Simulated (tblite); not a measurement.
# C5H15NOSi2: the cost of one run

Programs: tblite 0.8.0 and PySCF 2.14.0, with density-fitted response routines of our own. Each step states its level of theory. These are calculated values for one molecule in the gas phase, unless marked as measured. Atoms count from 0, in the outputs and in this text.

### 1 The molecule as given

24 atoms, charge 0, multiplicity 1; geometry from: force field or distance geometry start.

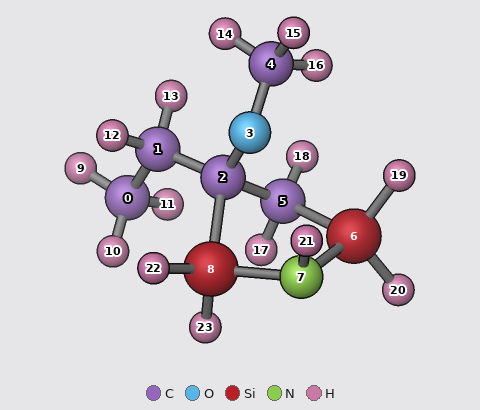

The starting geometry (carbon purple, oxygen blue, silicon red, nitrogen green, hydrogen pink), atoms numbered.

### 2 Relaxing the molecule with GFN2-xTB

Job settings and geometry (Å):

```
{"job": {"kind": "relax", "xc": "GFN2-xTB", "basis": "xTB"}, "charge": 0, "multiplicity": 1}
C      2.371300    -0.807100     0.442600
C      1.605000     0.395100    -0.087700
C      0.195300     0.144500    -0.378100
O     -0.489800     1.250800    -0.864400
C     -0.541100     2.337400    -0.030600
C     -0.551700    -0.535300     0.767700
Si    -2.256600    -0.735100     0.010900
N     -1.915700    -1.068000    -1.713700
Si    -0.122100    -1.193700    -1.671200
H      3.395700    -0.460200     0.674100
H      2.341100    -1.621100    -0.288300
H      1.958100    -1.158300     1.418200
H      2.177400     0.817700    -0.926900
H      1.690500     1.165900     0.734800
H      0.461400     2.708700     0.183100
H     -1.145200     3.162300    -0.501400
H     -1.063600     2.107700     0.917900
H     -0.128100    -1.557900     0.844200
H     -0.545600     0.053400     1.697300
H     -3.034800     0.491900     0.198800
H     -2.902100    -1.869900     0.681100
H     -2.191900    -0.185500    -2.218100
H      0.515700    -0.904700    -2.934800
H      0.165000    -2.518800    -1.114400
```

On the command line:

```
$ OMP_NUM_THREADS=1 python probes_run.py task.json out
```

One launch serves the whole session: the jobs run in the order shown.

**Question.** How long does this first job take on 1 thread of Arm Neoverse V1, shared host, and how much memory does it need?

About 1 s, with a peak of 0.18 GiB.
